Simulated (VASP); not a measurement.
Band structure of Hf$_{4}$CN$_{3}$ (ordered alloy cell). Calculation: PBEsol GGA, VASP's PBE PAW potentials (set 64) (plane waves; VASP).

Unless said otherwise, spin-orbit coupling is left out, though it shifts the bands of the heavy elements here.

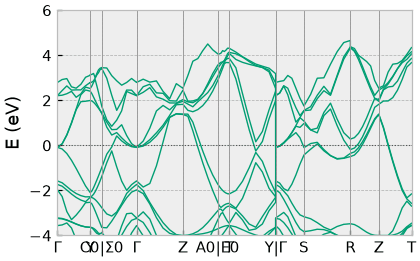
Fig. 1. Bands along high-symmetry lines, zero at the valence-band maximum or, without a gap, the Fermi level

Read the plot: is there a gap, and where are the band edges?

It has no gap at this level: it comes out as a metal or semimetal. (Edges off the drawn lines would not show.)

The structure was generated: Hf4CN3 was put into an ordered model structure (Cmmm), which need not be its known phase. It was relaxed first. The electron count is odd and the run is not spin-polarised, which forces a metal.
